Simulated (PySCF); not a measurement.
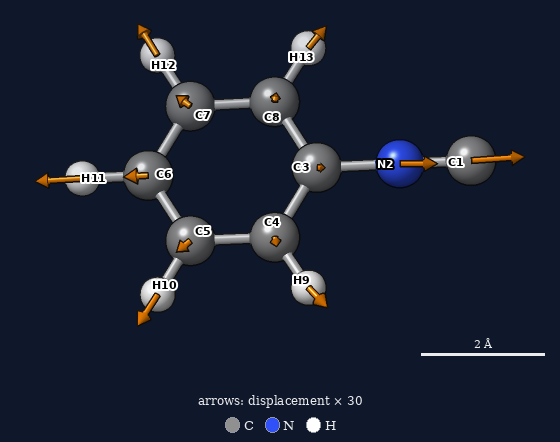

A relaxation of C₇H₅N. The starting structure is drawn; orange arrows show the displacements, magnified 30 times. The two geometries are superimposed by the best rigid fit.

Style: ball-and-stick. Shown at a tilt.

The start comes from GFN2-xTB.

Method: PBE0-D3(BJ)/def2-SVP geometry optimisation, gas phase (PySCF). 

**What happened in the run?**

Over 2 geometry steps the energy falls by 0.83 kcal/mol. The largest force component goes from 1 to 0.018 eV/Å. The largest move after the best rigid fit is that of C1, 0.030 Å. Largest moves by element: C 0.030 Å, H 0.027 Å, N 0.021 Å. Among the contacts that change: N2–C3 1.361 → 1.377 Å, C4–H9 1.080 → 1.091 Å, C4–C5 1.382 → 1.391 Å, C5–C6 1.386 → 1.395 Å.
